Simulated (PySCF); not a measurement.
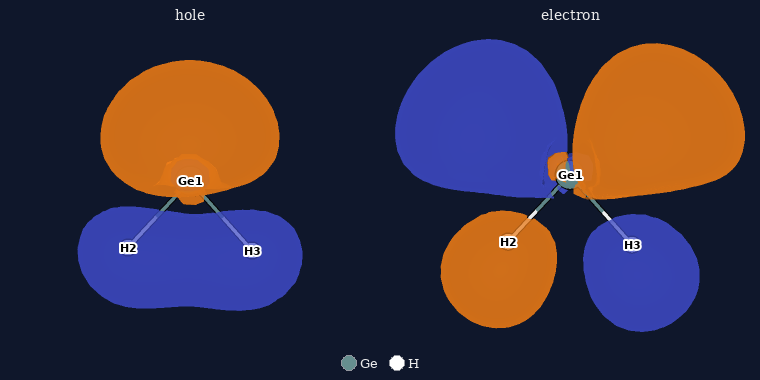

GeH₂, SMILES `[GeH2]`. Leading natural transition orbital pair of S₃ (TDA singlet states); the surfaces enclose about 78 % of each orbital's density.

Method: CAM-B3LYP/6-311G**; geometry: GFN2-xTB; program: PySCF. No frequency check shows the geometry to be a minimum. GFN2-xTB bond lengths at metals and heavier atoms can be off by up to 0.1 Å and shapes distorted, which carries into these values. Without diffuse functions Rydberg states are missing, so the states' numbers hold for this basis only.

Input

```python
import numpy as np
from pyscf import gto, scf, dft, tdscf
from pyscf.scf import atom_ks, atom_hf
from scipy.linalg import block_diag

def solve(mol, dm0=None, hcore=None):
    mf = (dft.UKS if mol.spin else dft.RKS)(mol, xc='camb3lyp')
    mf.grids.level = 3
    mf = mf.density_fit(auxbasis='def2-universal-jkfit')
    mf.conv_tol, mf.max_cycle = 1e-8, 80
    if hcore is not None:
        mf.get_hcore = lambda *args: hcore
    mf.kernel(dm0)
    if not mf.converged:
        mf = mf.newton().run(mf.mo_coeff, mf.mo_occ, max_cycle=30)
    assert mf.converged, 'SCF not converged'
    return mf

mol = gto.M(atom='''
Ge    -0.06891     0.00006     0.00000
H      1.10156    -1.10164     0.00000
H      1.10369     1.09964     0.00000
''', basis='6-311g**', charge=0, spin=0, verbose=4)
mf = solve(mol)
td = mf.TDA()
td.nstates, td.singlet, td.conv_tol = 4, True, 1e-5
td.kernel()
td.analyze()
x, y = np.array([p[0] for p in td.xy]), np.array([p[1] + 0 * p[0] for p in td.xy])
f, mu = td.oscillator_strength(), td.transition_dipole()
nto = [td.get_nto(state=i + 1, verbose=4) for i in range(len(td.e))]
# spherically averaged free atoms, for the promolecule
atm = atom_ks.get_atm_nrks(mol, xc='camb3lyp')
pro = block_diag(*[(atm[a[0]][2] * atm[a[0]][3]) @ atm[a[0]][2].T for a in mol._atom])
np.savez('result.npz', e=td.e, f=f, ok=td.converged, w=[n[0] for n in nto], nto=[n[1] for n in nto], x=x, y=y, c=mf.mo_coeff, occ=mf.mo_occ, eps=mf.mo_energy, pro=pro, mu=mu)
```

Launched as:

```sh
OMP_NUM_THREADS=1 python input.py
```

The run took 16 s on 1 thread of Intel(R) Xeon(R) Platinum 8375C CPU @ 2.90GHz (Ice Lake), on a shared host, peak memory 0.26 GiB.

**Where does the state lie, and where do hole and electron sit?**

7.26 eV (171 nm), f = 0.235 (bright), partly diffuse acceptor orbital, which a basis without diffuse functions describes poorly; the leading pair carries 90 %; hole on Ge1 (71 %) and H2 and H3 (14 % each), electron on Ge1 (74 %) and H2 and H3 (13 % each) (atom shares of so diffuse an orbital are rough); their centroids lie 0.2 Å apart. In canonical orbitals it is mainly HOMO → LUMO+1 (90 %). The HOMO–LUMO gap is 6.28 eV.
